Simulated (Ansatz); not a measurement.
**A computed series for hypothetical Amm2 Al2O3: pressure series**

Consider Al2O3 (space group Amm2, No. 38; a hypothetical phase, not in the database extracts checked).

```
CELL_PARAMETERS angstrom
      2.82268     0.00000     0.00000
      0.00000     2.66302     4.15238
      0.00000    -2.66302     4.15238
ATOMIC_POSITIONS crystal
  Al 0.00000 0.08826 0.08826
  Al 0.50000 0.74318 0.74318
  O  0.50000 0.35281 0.90522
  O  0.50000 0.90522 0.35281
  O  0.00000 0.86902 0.86902
```

Cell and atoms are relaxed at each pressure.

Method: PBEsol in Ansatz (plane waves to 420 eV, PAW, no spin-orbit coupling).

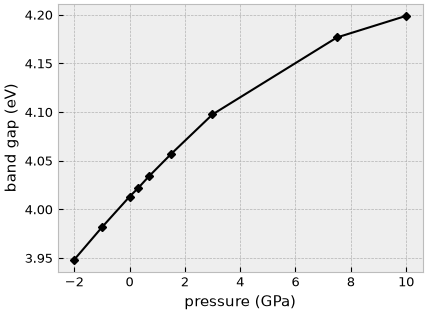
Fig. 1. Band gap against pressure

Problem. From the plot, what is the band gap for pressure 0.3 GPa?

Solution. About 4.02 eV.

Problem. Is the trend monotonic over the range shown?

Solution. Yes, it rises throughout, spanning 3.95 eV to 4.20 eV.

Load acts through the strain it causes; cell and atoms are relaxed under it. Whether these cells are dynamically stable was not tested. No other phases were tried under pressure. The base started in Cc and relaxed to Amm2 at this level.

Ansatz is a quantum-chemistry and plane-wave program.
